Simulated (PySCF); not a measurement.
## Electronic structure of C₄H₈O₂SSi in real space

```xyz
16

O    -2.8781    1.2550    0.7765
C    -1.8185    0.8202    0.4075
C    -0.8498    1.5922   -0.4757
O     0.4099    0.9810   -0.4906
C     0.3104   -0.4451   -0.5963
C     1.6996   -1.0174   -0.3974
S     2.3355   -0.6812    1.2751
Si   -1.0359   -0.9193    0.6932
H    -1.2866    1.6202   -1.4887
H    -0.7150    2.6181   -0.1266
H    -0.0116   -0.6973   -1.6227
H     1.6816   -2.1003   -0.5038
H     2.4051   -0.5889   -1.1104
H     2.1722    0.6346    1.1889
H    -0.5393   -1.0619    2.0518
H    -1.8870   -2.0008    0.2103
```

Geometry: GFN2-xTB.

The calculation used PySCF 2.14.0, CAM-B3LYP/def2-SVPD, SCF density, gas phase.

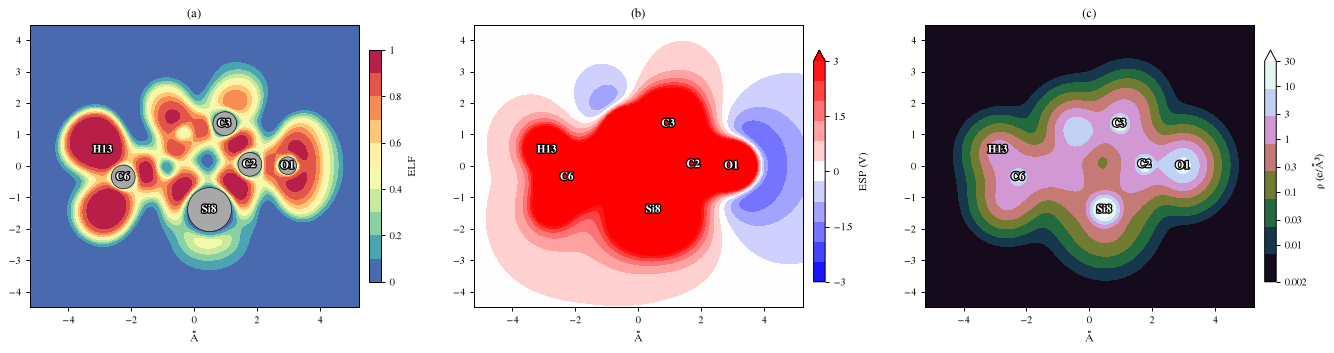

Figure 1. (a) electron localisation function; (b) electrostatic potential; (c) total electron density on the plane of atoms O1, C2 and C3. Grey discs cover the atomic cores in the ELF map.

### What does the map show?

The plane passes through O, C, Si and H nuclei.
C–O (1.20 Å): ρ is about 3.4 e/Å³ halfway; the ELF peaks at about 0.90 between the atoms: a short, multiple covalent bond.
C–C (1.52 Å): the density is about 1.7 e/Å³ at the midpoint; the ELF peaks at about 0.95 between the atoms; a covalent bond.
C–Si (1.93 Å): ρ at the midpoint is about 0.92 e/Å³; the ELF peaks at about 1 between the atoms: localised, covalent bonding.
C–H (1.09 Å): ρ is about 2 e/Å³ halfway; the ELF climbs to about 1 towards the hydrogen, as it does in any bond to H (a covalent bond by its length).
The ELF also peaks beside O1 and O4, away from the bonds: lone-pair regions.
Outside the dense part of the molecule the potential is most negative (−1.8 V) near O1.

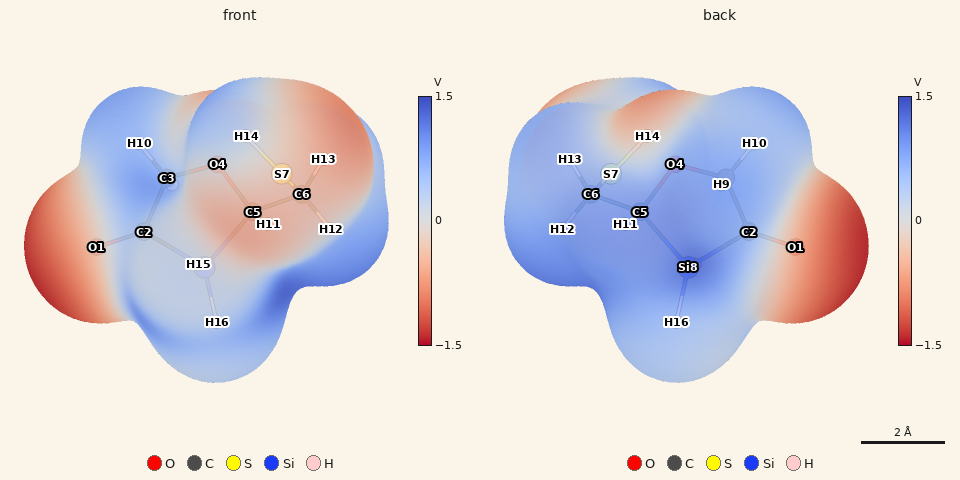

Figure 2. The molecular electrostatic potential painted on the density surface at 0.001 e/bohr³, seen from the front and from behind; red is negative and blue positive.

### Which sites attract a positive test charge, and which a negative one?

A positive charge is drawn to the negative regions and a negative charge to the positive ones. The most negative region (about −1.4 V, or −32 kcal/mol for a unit charge) lies over O1, the most positive (about +1.2 V, or +28 kcal/mol for a unit charge) over C2 and Si8. O1 is the likeliest acceptor of a hydrogen bond.
